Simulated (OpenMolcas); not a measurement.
# CF+ (SMILES [C+]F): an attempt with OpenMolcas

Aim: the energy of CF+.

Program for the calculation: OpenMolcas 26.06.

## (1) Starting point

CF+: 2 atoms, total charge +1, spin state singlet. SMILES: `[C+]F`. The shape is that of a PBE0-D4/def2-TZVP optimisation.

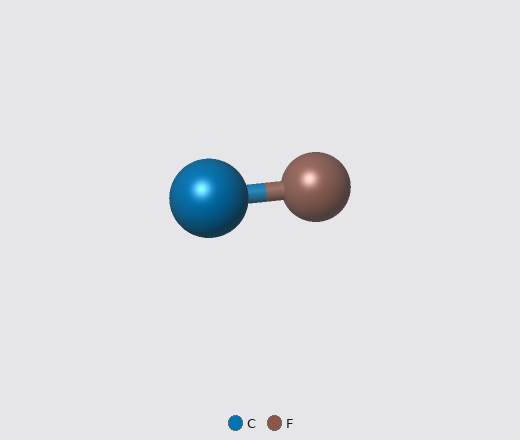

The structure, seen from a chosen angle (carbon blue, fluorine brown).

## (2) The input as written

step17.inp

```
* CF CASPT2
>>> EXPORT MOLCAS_PRINT=2

&GATEWAY
  Coord
  2
  bohr
  C      0.93025548    -0.30392465     0.47842196
  F     -0.93025548     0.30392465    -0.47842196
  Basis=ANO-S-VDZ
  Group=NoSym

&SEWARD

&RASSCF
  FileOrb=$CurrDir/step2.RasOrb
  Spin=1
  Nactel=10 0 0
  Inactive=2
  Ras2=8
  OrbListing=Nothing

&CASPT2
```

Launch:

```console
$ export MOLCAS_MEM=2
$ pymolcas step17.inp > step17.log
```

Log:

```text
--- Start Module: gateway ---

                                              &GATEWAY

                       available to each process: 2.0 MB of memory, 1 thread

---------------------------------------------------------------------------------------------
  Nr.	 Label		Type		Offset		Length	   Atime	  Address
---------------------------------------------------------------------------------------------
  1	FILETABL    	CHAR	-44649215320648	       26929           5	[0x555583ebf0c0]
  2	DBSC        	CHAR	    -297833208	     1456001          58	[0x7df126c9c010]
---------------------------------------------------------------------------------------------
Maximal available memory for Molcas = 517070
 ?mma_allo_?D: error: out-of-memory
 label: Shells
  available (kB):          517
  required  (kB):          792

--- Stop Module: gateway /rc=-6 ---

.########################.
.# Non-zero return code #.
.########################.

    Timing: Wall=0.08 User=0.05 System=0.02
```

Wall time 0.32 s (1 thread of AMD EPYC 7R43 (Zen 3), shared host); peak memory 0.083 GiB.

## (3) What went wrong

The job broke off with an error.

The log says `?mma_allo_?D: error: out-of-memory`. The cause is that too little memory is allowed.
